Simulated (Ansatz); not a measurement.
# Ge₄H₆: what the fields show

The calculation's input:

```
crystal:
  periodic: [false, false, false]
  atoms:
    - {symbol: Ge, position_ang: [-0.992544, -1.055306, -1.161547]}
    - {symbol: Ge, position_ang: [0.392566, 0.709260, 1.670615]}
    - {symbol: Ge, position_ang: [-0.784106, 1.279620, -0.413791]}
    - {symbol: Ge, position_ang: [1.081310, -1.108254, 0.161717]}
    - {symbol: H, position_ang: [-2.169478, -1.814044, -0.494891]}
    - {symbol: H, position_ang: [1.464146, 1.681551, 2.231171]}
    - {symbol: H, position_ang: [0.385246, 1.827833, -1.327312]}
    - {symbol: H, position_ang: [2.114676, -0.385941, -0.793720]}
    - {symbol: H, position_ang: [-0.936749, -1.377357, -2.678455]}
    - {symbol: H, position_ang: [-0.555066, 0.242647, 2.806202]}
basis:
  gaussian: {orbitals: def2-TZVP, initial_orbitals: start.molden}
hamiltonian: {xc: pbe0, dispersion: d4}
scf: {omitted_lower_state_checks: [starts]}
output: {orbitals: {seedname: orbitals}}
```

Launched as:

```sh
ansatz run in.yaml --threads 4 --pin off --events-out ev --progress --plain --max-ram 8704MiB
```

Geometry: PBE-D4/def2-SVP.

Theory: RKS PBE0-D4/def2-TZVP (Ansatz 0.2.0).

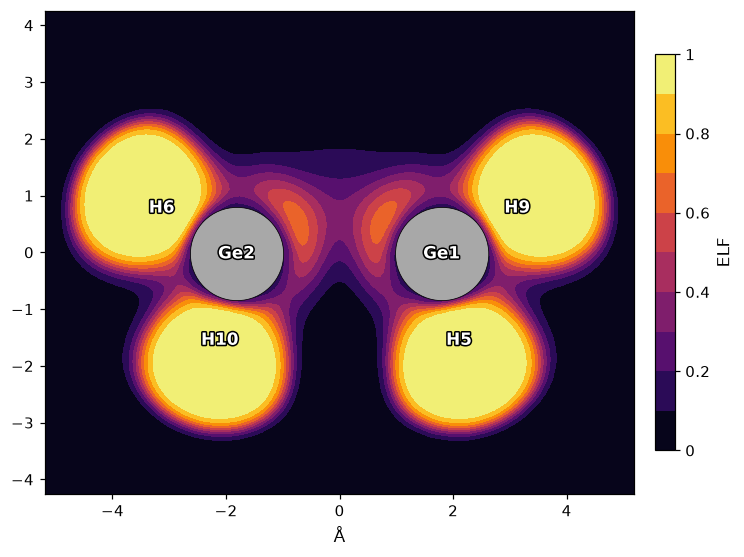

Figure 1. Electron localisation function on the plane of atoms H5, Ge1 and H9. Grey discs cover the atomic cores.

### Interpret the plot.

The section cuts through Ge and H sites. Ge–H (1.55 Å): the ELF climbs to about 1 towards the hydrogen.

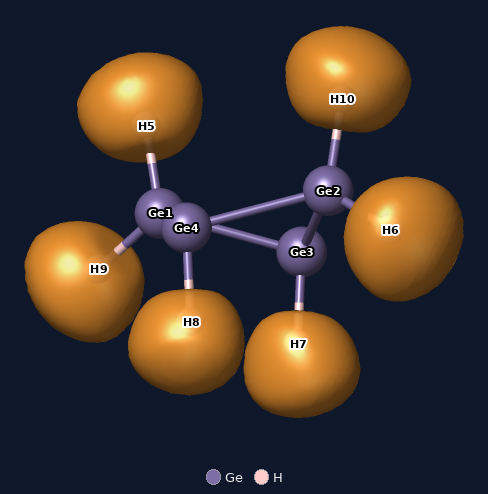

Figure 2. Isosurface of the electron localisation function at 0.9 (orange), seen at an oblique angle. Core shells and regions of very low density are left out.

### Identify the bonds, lone pairs and shells in this picture.

The ELF exceeds this value in six regions around hydrogen nuclei.


Ge–Ge (2.46 Å): the ELF peaks at about 0.75 between the atoms: a shared electron pair.

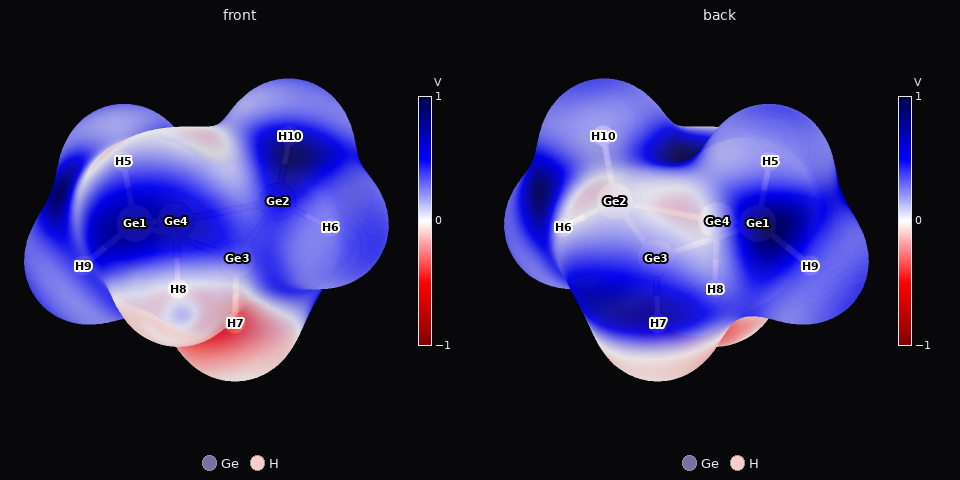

Figure 3. The electrostatic potential painted on the density surface at 0.002 e/bohr³, seen from the front and from behind; red is negative and blue positive.

### Where is the surface potential most negative and most positive?

The most negative region (about −0.4 V) lies over H7 and H8, the most positive (about +1.0 V) over Ge1, Ge2, Ge3 and Ge4.
